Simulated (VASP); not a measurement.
Band structure of GaP (space group R-3m). Method: PBEsol GGA, VASP's PBE PAW potentials (set 64) (plane waves; VASP).

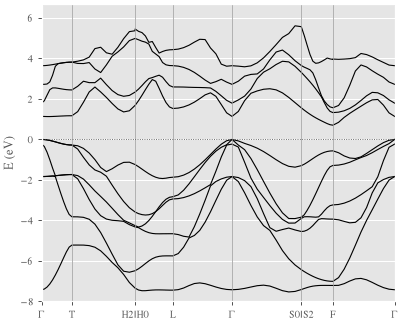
Figure: Bands along high-symmetry lines, zero at the valence-band maximum or, without a gap, the Fermi level

Problem. Read the plot: is there a gap, and where are the band edges?

Solution. The gap is indirect, 0.70 eV, from the valence maximum at Γ to the conduction minimum at F. (Edges off the drawn lines would not show.)

The structure comes from a computed database's GaP entry (R-3m); how it stands against other phases isn't given here. It was relaxed first.
